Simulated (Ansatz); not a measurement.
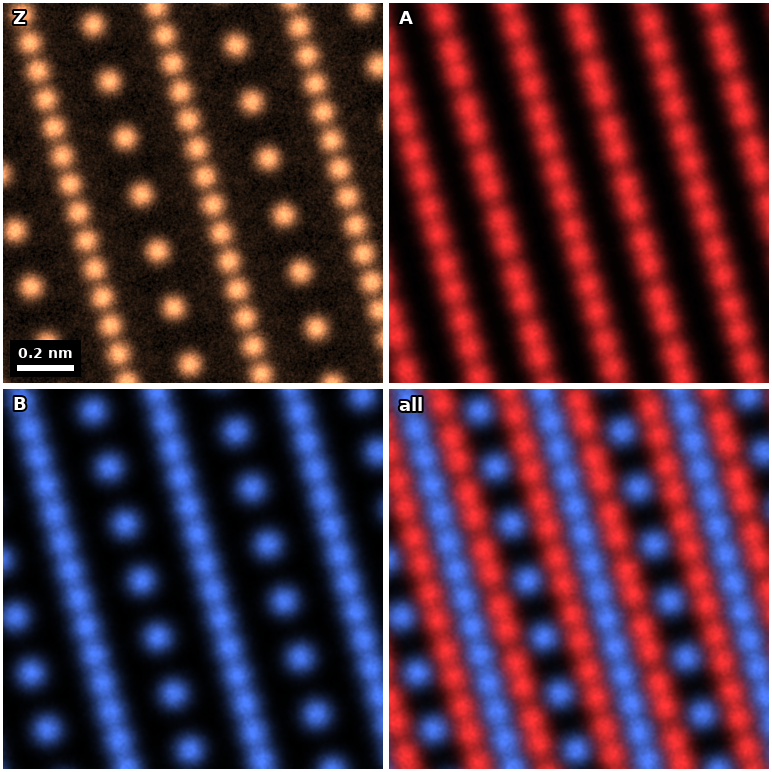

Ta3N4 (P-43m, No. 215) along [210]. Panel Z: Simulation: incoherent imaging, intensity Z^1.7 per atom, probe width 0.60 Å, thin sample. The probe carries 15 % of its weight in a tail 2.5 times as wide. The display is stretched by a gamma of 0.65; percentages refer to the linear signal. Shot noise was added. The other panels are simulated element maps (the number of atoms of one element along the beam, blurred by 0.9 Å, with counting noise; each on its own scale, no channelling); the last overlays them. Structure: the end point of a relaxation with Ansatz, DFT PBE, scalar-relativistic, plane waves, PAW; the starting structure was generated, so it need not be a known form of this composition.

```
Ta N
1.0
     4.68715    0.00000    0.00000
     0.00000    4.68715    0.00000
     0.00000    0.00000    4.68715
Ta N
3 4
Direct
  0.00000 0.00000 0.50000
  0.50000 0.00000 0.00000
  0.00000 0.50000 0.00000
  0.75761 0.24239 0.24239
  0.24239 0.75761 0.24239
  0.24239 0.24239 0.75761
  0.75761 0.75761 0.75761
```

**Which element does each lettered map show?**

A: N, B: Ta. The projected cell (2.10 × 4.69 Å, 90°) holds 7 columns: 4 of N and 3 of Ta. No column is shared by two of the mapped elements.
